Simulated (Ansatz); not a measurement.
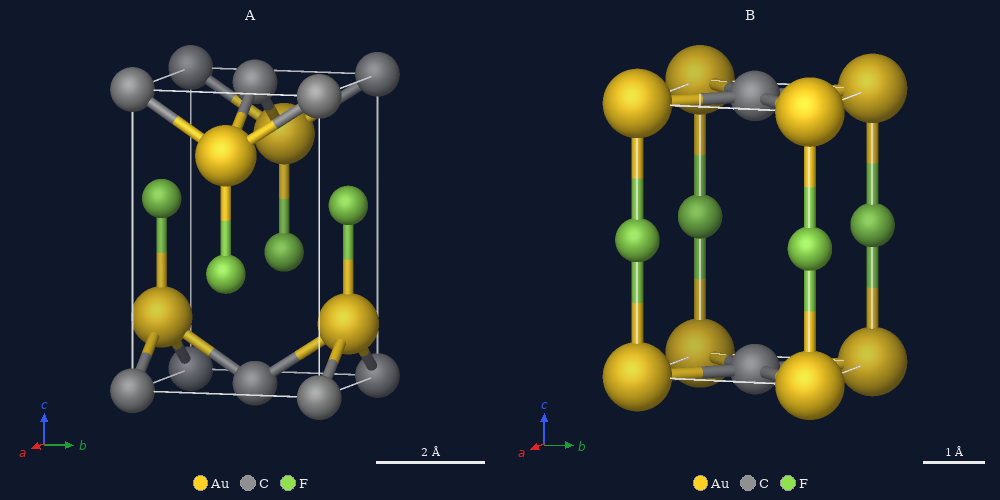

Two structures of AuCF, each relaxed to rest (conventional cells in solid outline, small ones repeated, not to one scale). Method: DFT PBE, scalar-relativistic, plane waves, PAW in Ansatz 0.2.0, without spin polarisation.

What are A and B?

Answer. A: PbFCl type, P4/nmm. B: 3 atoms a cell on a primitive tetragonal lattice, P4/mmm.

Which polymorph is favoured?

Answer. A is lower, by 186 meV/atom at this level of theory (energies at zero smearing). Volumes: A 12.6, B 13.9 Å³/atom.

One or both may be structure types tried for this composition rather than known phases.
